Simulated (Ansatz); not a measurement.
Geometry relaxation of CH8B2O2Si (part 1 of 2)

- system: CH8B2O2Si
- method: RKS B3LYP/6-31G* (Ansatz 0.2.0)

It belongs to a series of runs on one base structure; here: end point A relaxed. Figures and captions count atoms from 1; the log counts them from 0 in places.

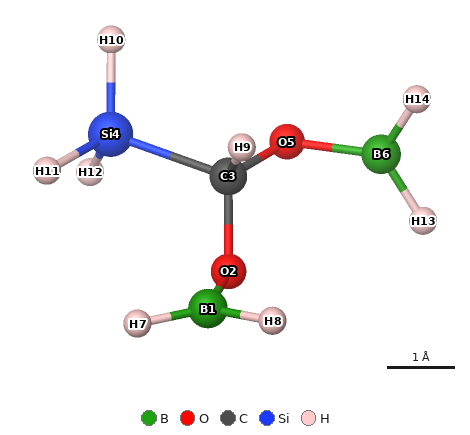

**Figure 1.** The structure as given in the input (ball-and-stick view, seen at a tilt; atoms are numbered from 1 in the order of the input).

Key numbers:

```json
{"quantity": "outcome", "value": "converged"}
{"quantity": "total energy", "value": "−14492.9673 eV"}
{"quantity": "mean-field energy", "value": "−14492.9673 eV"}
{"quantity": "largest force (length of the vector) at the end", "value": "0.020 eV/Å"}
{"quantity": "hardware", "value": "2 threads of AMD EPYC (Zen 5), 16 GiB of memory available, shared host"}
{"quantity": "wall time", "value": "23 s (CPU time 44 s)"}
{"quantity": "peak memory", "value": "0.28 GiB"}
```

The input:
```yaml
crystal:
  periodic: [false, false, false]
  atoms:
    - { symbol: B, position_ang: [-1.4864, -1.293, 0.8212] }
    - { symbol: O, position_ang: [-0.4102, -0.3398, 1.0793] }
    - { symbol: C, position_ang: [0.1433, 0.1144, -0.1469] }
    - { symbol: Si, position_ang: [1.7264, -0.964, -0.538] }
    - { symbol: O, position_ang: [0.6665, 1.4183, 0.0195] }
    - { symbol: B, position_ang: [-0.4678, 2.3852, 0.0669] }
    - { symbol: H, position_ang: [-1.3204, -2.4087, 0.7226] }
    - { symbol: H, position_ang: [-2.5898, -0.799, 0.6877] }
    - { symbol: H, position_ang: [-0.4909, 0.0742, -0.9918] }
    - { symbol: H, position_ang: [2.3024, -0.4848, -1.7371] }
    - { symbol: H, position_ang: [1.1906, -2.3589, -0.7164] }
    - { symbol: H, position_ang: [2.63, -0.9217, 0.5966] }
    - { symbol: H, position_ang: [-1.0278, 2.6732, 1.0809] }
    - { symbol: H, position_ang: [-0.8789, 2.8753, -0.9158] }
basis:
  gaussian: { orbitals: "6-31G*" }
hamiltonian:
  xc: b3lyp
relax:
  f_tol: 0.02
  max_steps: 50
output:
  orbitals: {}
```

Run as:
```bash
ansatz run input.yaml --threads 2 --pin off --max-ram 3072MiB --backend cpu --events-out ev --progress --plain --runs-dir out
```

The program's output:
```
The last accepted step is kept in [file] (removed where the run ends without a failure and the disk answers)
Engine: ansatz 0.2.0, x86_64-unknown-linux-gnu
Functional definition: B3LYP
  parameter a0 = 0.2
  parameter ax = 0.72
  parameter ac = 0.81
  exchange = (1 - a0 - ax)*slater_x + ax*b88_x + a0*exact_x
  correlation = (1 - ac)*vwn_rpa_c + ac*lyp_c
1218 factors; integrals over basis functions are off by at most 7.1e-4 eV
mean field evaluation 1: about -14486.2461 eV, gradient 5.0e1 eV
mean field evaluation 2: about -14476.9396 eV, gradient 8.7e1 eV
mean field evaluation 4: about -14490.7774 eV, gradient 1.4e0 eV
mean field evaluation 8: about -14490.8063 eV, gradient 5.2e-2 eV
mean field evaluation 16: about -14490.8063 eV, gradient 2.0e-5 eV
mean field -14490.80634949 eV, -532.5273111225 hartree, gradient 2.0e-5 eV, S^2 0.000000; 0 other end points of the search recorded, 0 dependent functions left out
the calculation of the forces begins
reference -14490.80664236 eV, -532.5273218853 hartree; 27, 27 occupied and 83, 83 virtual orbitals, 1218 factors
relax step   1: F+E_penalty+E_count = -14490.80634949 eV  Δ(F+E_penalty+E_count) = +0.000e0 eV  max|allowed force component| = 3.622e0 eV/Å  Δτ_max = 0.0000 Å  (26 SCF iters, accepted)
these checks for a lower state are left out or cut short: starts, cluster_reference, orbital_swaps, neighbouring_geometries, increment
1218 factors; integrals over basis functions are off by at most 7.3e-4 eV
mean field -14491.37618355 eV, -532.5482521378 hartree, gradient 2.7e-5 eV, S^2 0.000000; 0 other end points of the search recorded, 0 dependent functions left out
[... from here on the field's lines of each further geometry are left out, up to the last ...]
relax step   2: F+E_penalty+E_count = -14491.37618355 eV  Δ(F+E_penalty+E_count) = -5.698e-1 eV  max|allowed force component| = 1.644e0 eV/Å  Δτ_max = 0.1949 Å  (29 SCF iters, accepted)
relax step   3: F+E_penalty+E_count = -14491.57790804 eV  Δ(F+E_penalty+E_count) = -2.017e-1 eV  max|allowed force component| = 9.693e-1 eV/Å  Δτ_max = 0.1914 Å  (30 SCF iters, accepted)
relax step   4: F+E_penalty+E_count = -14491.88152074 eV  Δ(F+E_penalty+E_count) = -3.036e-1 eV  max|allowed force component| = 1.109e0 eV/Å  Δτ_max = 0.1998 Å  (28 SCF iters, accepted)
relax step   5: F+E_penalty+E_count = -14492.24800362 eV  Δ(F+E_penalty+E_count) = -3.665e-1 eV  max|allowed force component| = 1.250e0 eV/Å  Δτ_max = 0.2000 Å  (29 SCF iters, accepted)
relax step   6: F+E_penalty+E_count = -14492.53486409 eV  Δ(F+E_penalty+E_count) = -2.869e-1 eV  max|allowed force component| = 9.774e-1 eV/Å  Δτ_max = 0.1924 Å  (28 SCF iters, accepted)
relax step   7: F+E_penalty+E_count = -14492.75750139 eV  Δ(F+E_penalty+E_count) = -2.226e-1 eV  max|allowed force component| = 7.336e-1 eV/Å  Δτ_max = 0.2000 Å  (27 SCF iters, accepted)
relax step   8: F+E_penalty+E_count = -14492.89619051 eV  Δ(F+E_penalty+E_count) = -1.387e-1 eV  max|allowed force component| = 3.540e-1 eV/Å  Δτ_max = 0.2000 Å  (27 SCF iters, accepted)
relax step   9: F+E_penalty+E_count = -14492.95949586 eV  Δ(F+E_penalty+E_count) = -6.331e-2 eV  max|allowed force component| = 1.256e-1 eV/Å  Δτ_max = 0.2000 Å  (27 SCF iters, accepted)
relax step  10: F+E_penalty+E_count = -14492.96548275 eV  Δ(F+E_penalty+E_count) = -5.987e-3 eV  max|allowed force component| = 5.969e-2 eV/Å  Δτ_max = 0.0969 Å  (28 SCF iters, accepted)
relax step  11: F+E_penalty+E_count = -14492.96650558 eV  Δ(F+E_penalty+E_count) = -1.023e-3 eV  max|allowed force component| = 4.400e-2 eV/Å  Δτ_max = 0.0584 Å  (28 SCF iters, accepted)
the calculation of the forces begins
reference -14492.96730156 eV, -532.6067246462 hartree; 27, 27 occupied and 83, 83 virtual orbitals, 1218 factors
relax step  12: F+E_penalty+E_count = -14492.96699907 eV  Δ(F+E_penalty+E_count) = -4.935e-4 eV  max|allowed force component| = 1.881e-2 eV/Å  Δτ_max = 0.0171 Å  (23 SCF iters, accepted)
1218 factors; integrals over basis functions are off by at most 6.2e-4 eV
mean field evaluation 96: about -14480.0970 eV, gradient 8.4e1 eV
```

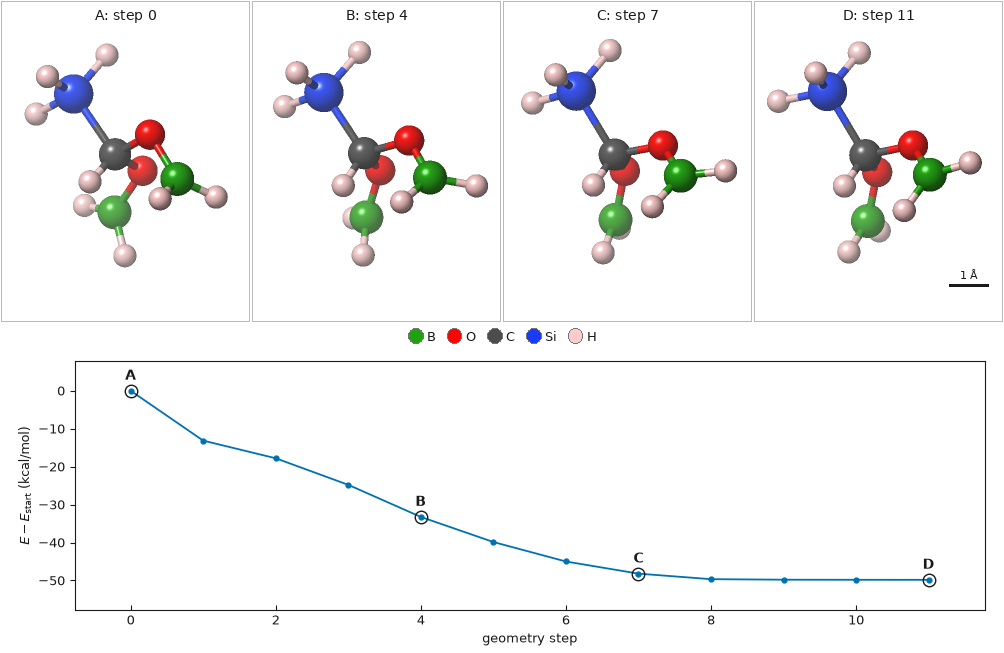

**Figure 2.** Frames of the relaxation (ball-and-stick view, seen at a tilt) above the curves, on which the letters mark them (the first geometry is step 0 here and step 1 in the log).

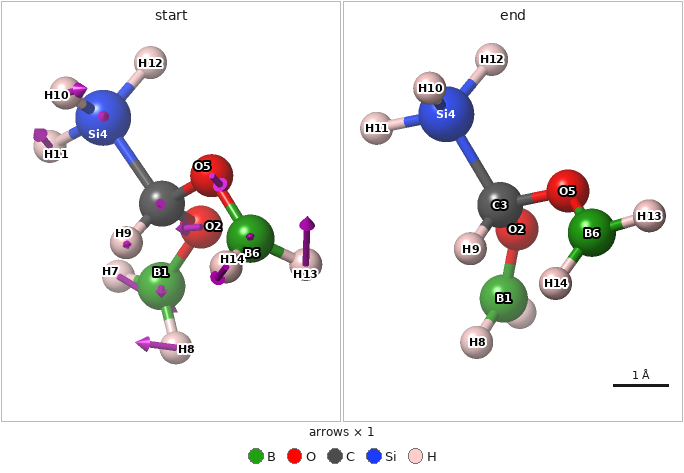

**Figure 3.** Before (left) and after (right) the relaxation, at one scale (ball-and-stick view, seen at a tilt). The pink arrows give the displacements, at true length. The energy falls by 49.8 kcal/mol in 11 geometry steps. The largest force component goes from 3.6 to 0.019 eV/Å. The largest move after the best rigid fit is that of H7, 1.33 Å. By element the largest moves are H 1.33 Å, O 0.60 Å, B 0.24 Å, Si 0.21 Å, C 0.19 Å. Among the contacts that change: O5–B6 1.491 → 1.354 Å, B1–O2 1.461 → 1.354 Å, Si4–H10 1.414 → 1.486 Å, B1–H7 1.132 → 1.194 Å. Among the angles that change: C3–O5–B6 108.7° → 122.3°, B1–O2–C3 110.1° → 122.3°, O2–C3–H9 116.4° → 109.4°. (Atoms are counted from 1 in the order of the input.)

```
mean field -14492.96699907 eV, -532.6067135300 hartree, gradient 1.9e-5 eV, S^2 0.000000; 1 other end points of the search recorded, 0 dependent functions left out
the calculation of the forces begins
reference -14492.96730156 eV, -532.6067246462 hartree; 27, 27 occupied and 83, 83 virtual orbitals, 1218 factors
Total energy: -14492.96730156 eV, -532.6067246462 hartree
Atom 0 at    -1.717929    -1.370294     0.828632 Å, force     0.012155    -0.003849     0.001674 eV/Å
Atom 1 at    -0.444169    -0.916817     0.895722 Å, force    -0.018808     0.005078     0.003310 eV/Å
Atom 2 at     0.111602    -0.060865    -0.097579 Å, force     0.011197    -0.007767    -0.009200 eV/Å
Atom 3 at     1.811790    -0.782357    -0.635485 Å, force    -0.005800    -0.000349    -0.001112 eV/Å
Atom 4 at     0.331690     1.211182     0.503679 Å, force    -0.014227     0.007083    -0.002401 eV/Å
Atom 5 at    -0.374664     2.310397     0.149479 Å, force     0.011539    -0.004348     0.001400 eV/Å
Atom 6 at    -2.076606    -2.084372     1.715147 Å, force    -0.002973    -0.002095     0.000305 eV/Å
Atom 7 at    -2.421262    -1.058109    -0.092593 Å, force     0.000666    -0.000596     0.000816 eV/Å
Atom 8 at    -0.602072     0.046198    -0.927276 Å, force     0.004360     0.002467     0.008047 eV/Å
Atom 9 at     2.408958     0.119161    -1.654683 Å, force     0.000466     0.001697    -0.001130 eV/Å
Atom 10 at     1.588702    -2.128083    -1.225177 Å, force     0.001320     0.001541    -0.000932 eV/Å
Atom 11 at     2.691978    -0.876333     0.552592 Å, force    -0.000034    -0.000544    -0.000507 eV/Å
Atom 12 at    -0.103130     3.324223     0.717898 Å, force    -0.001299     0.001411    -0.001593 eV/Å
Atom 13 at    -1.217888     2.236768    -0.701656 Å, force     0.001438     0.000270     0.001322 eV/Å
Dipole moment:     0.032315    -0.069069    -0.311796 e Å
```

Trajectory as extended XYZ (Å, eV, eV/Å), 12 frames, from step=1 to step=12:
```
14
Properties=species:S:1:pos:R:3:forces:R:3 step=1 energy=-14490.80635
B    -1.4864   -1.2930    0.8212    0.4380   3.6216   0.7068
O    -0.4102   -0.3398    1.0793   -2.1652  -2.0415  -0.6790
C     0.1433    0.1144   -0.1469    3.3446  -0.3276   0.8780
Si    1.7264   -0.9640   -0.5380   -1.7862  -0.6083   0.8537
O     0.6665    1.4183    0.0195   -2.7705   2.2798   0.1561
B    -0.4678    2.3852    0.0669    1.8765  -1.5072   0.4826
H    -1.3204   -2.4087    0.7226    0.4918  -1.7456   0.0235
H    -2.5898   -0.7990    0.6877    0.2778  -0.2425  -0.0145
H    -0.4909    0.0742   -0.9918   -1.5869  -0.0129  -0.9484
H     2.3024   -0.4848   -1.7371    0.7801   0.4188  -1.3033
H     1.1906   -2.3589   -0.7164    0.2770   0.1461  -0.0479
H     2.6300   -0.9217    0.5966    0.4380   0.0686   0.4218
H    -1.0278    2.6732    1.0809    0.3091  -0.1477   0.2564
H    -0.8789    2.8753   -0.9158    0.0759   0.0984  -0.7857
14
Properties=species:S:1:pos:R:3:forces:R:3 step=2 energy=-14491.37618
B    -1.5495   -1.2555    0.7972    0.6738   1.0205   1.0726
O    -0.4520   -0.3838    1.0354   -0.9986  -1.3929  -0.8107
C     0.1796    0.1033   -0.1530    0.9306   0.5635   0.1278
Si    1.7449   -0.9667   -0.5664   -0.4298  -0.2053   0.3941
O     0.5934    1.4519    0.0634   -1.6437   0.4130   0.0448
B    -0.5125    2.3643    0.0913    1.5913  -0.3772   0.2603
H    -1.3975   -2.4356    0.8996    0.0093  -0.0899  -0.0340
H    -2.6373   -0.7636    0.6323    0.1216  -0.0708  -0.3300
H    -0.5219    0.0918   -0.9903   -0.3636  -0.1077  -0.2724
H     2.3927   -0.5034   -1.7935    0.1692   0.2043  -0.3748
H     1.3130   -2.3877   -0.7658   -0.0188   0.1941   0.0318
H     2.6751   -0.8990    0.5736    0.1284   0.0431   0.1274
H    -0.9828    2.6952    1.1440    0.0156  -0.0698  -0.0803
H    -0.8581    2.8596   -0.9389   -0.1851  -0.1247  -0.1566
14
Properties=species:S:1:pos:R:3:forces:R:3 step=3 energy=-14491.57791
B    -1.5856   -1.2415    0.8916    0.1479  -0.1876  -0.8932
O    -0.4506   -0.4655    0.9998    0.1680  -0.6832  -0.2681
C     0.1732    0.0930   -0.1742   -0.4826   0.9693  -0.0890
Si    1.7440   -0.9462   -0.5775    0.3006   0.0171  -0.0246
O     0.5505    1.4482    0.0993   -0.0259  -0.7629   0.1997
B    -0.4335    2.4075    0.1255   -0.6160  -0.5179  -0.5024
H    -1.4617   -2.4615    1.0325   -0.3556   0.7922   0.4943
H    -2.6140   -0.7310    0.4452    0.4567  -0.3051   0.2911
H    -0.5828    0.0994   -0.9987    0.3874  -0.0721   0.2637
H     2.4223   -0.4668   -1.8277   -0.1946   0.0130   0.2089
H     1.3416   -2.3664   -0.7818   -0.0701   0.0938   0.0308
H     2.6913   -0.8550    0.5693   -0.1260   0.0248  -0.0980
H    -0.9206    2.7043    1.1842    0.2747   0.4672  -0.1309
H    -0.8871    2.7521   -0.9588    0.1355   0.1515   0.5177
```
